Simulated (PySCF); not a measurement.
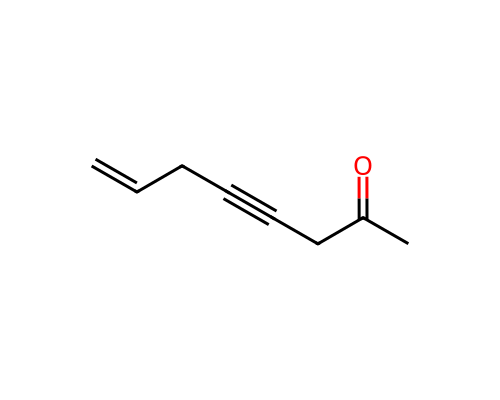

Write the SMILES.

Answer. C=CCC#CCC(C)=O

What is the molecular formula?

Answer. C8H10O.

An optimisation with PBE0-D3(BJ)/def2-SVP gave a structure of which point group?

Answer. C1. Other conformers may differ.

The parts below concern this one geometry. Atoms keep their numbers from picture to picture. The geometry was computed by an optimisation with PBE0-D3(BJ)/def2-SVP. No frequency run is at hand to confirm it as a minimum.

### Electronic properties

No frequency run is at hand to confirm it as a minimum. Level of theory: PBE0/def2-SVPD in chloroform (IEF-PCM) (PySCF 2.14.0). Excitations: vertical, linear response.

Predict the main results.

- dipole moment: 3.81 D
- HOMO energy (Kohn–Sham orbital): −7.17 eV
- LUMO energy (Kohn–Sham orbital): −0.66 eV
- HOMO–LUMO gap: 6.52 eV
- mean static polarisability: 122.5 bohr³
- lowest vertical singlet excitation: 4.52 eV
- its oscillator strength: 0.001
- brightest of the 6 lowest singlets: 6.09 eV
- its oscillator strength: 0.04

### NMR shielding

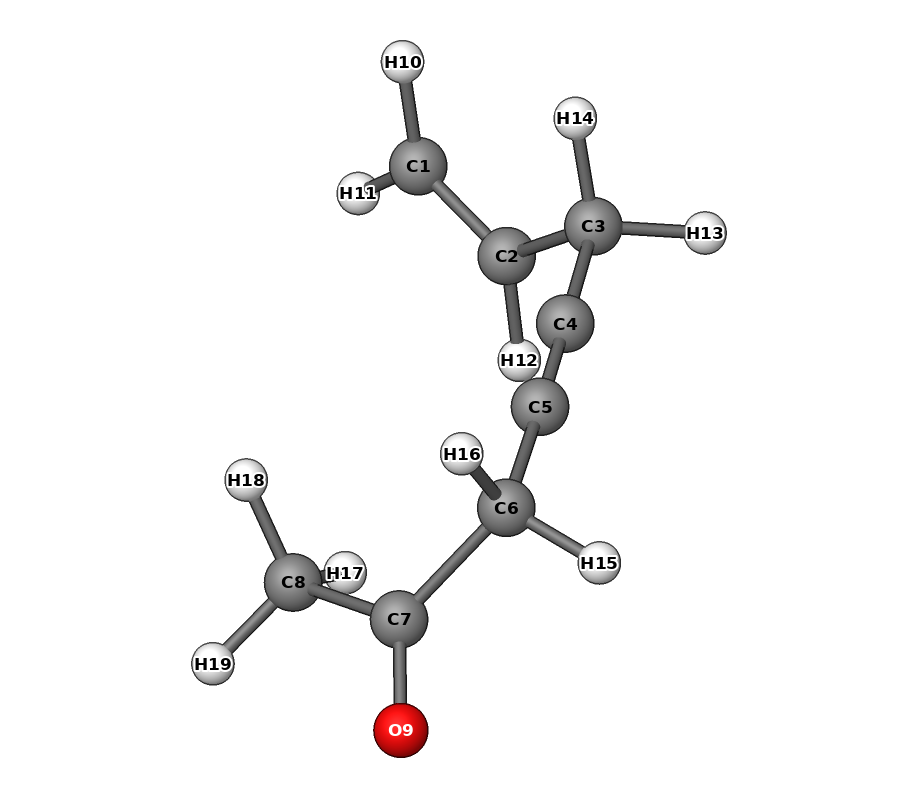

The questions are on isotropic NMR shieldings of the H atoms. No frequency run is at hand to confirm it as a minimum. Method: GIAO PBE0/pcSseg-1 NMR shielding, non-relativistic, IEF-PCM dimethylsulfoxide (PySCF 2.14.0).

Give the isotropic NMR shieldings of the H atoms atom by atom.

| atom | σ (ppm) |
| --- | --- |
| H10 | 25.66 |
| H11 | 25.73 |
| H12 | 25.07 |
| H13 | 27.99 |
| H14 | 28.20 |
| H15 | 28.22 |
| H16 | 27.97 |
| H17 | 28.34 |
| H18 | 28.56 |
| H19 | 29.40 |

### Bond orders

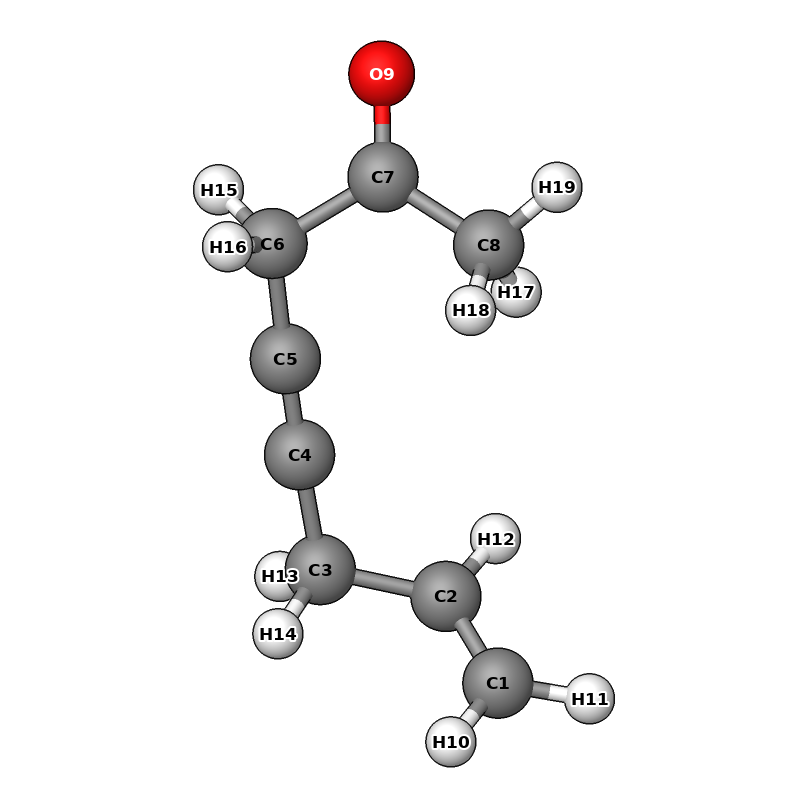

Every bond is drawn as one stick. No frequency run is at hand to confirm it as a minimum. Method: PBE0/pcSseg-1 in chloroform (IEF-PCM) (PySCF 2.14.0).

Which bond between heavy atoms has the highest Mayer bond order?

Answer. C4–C5, 2.60, at a length of 1.212 Å.

List the Mayer bond orders of C1–C2, C2–C3, C3–C4, C4–C5, C5–C6, C6–C7, C7–C8, C7–O9 (bonds between heavy atoms, one of each equivalent set).

| bond | Mayer order | length (Å) |
| --- | --- | --- |
| C1–C2 | 1.99 | 1.332 |
| C2–C3 | 1.04 | 1.505 |
| C3–C4 | 1.10 | 1.460 |
| C4–C5 | 2.60 | 1.212 |
| C5–C6 | 1.08 | 1.454 |
| C6–C7 | 0.98 | 1.534 |
| C7–C8 | 1.03 | 1.502 |
| C7–O9 | 1.99 | 1.205 |
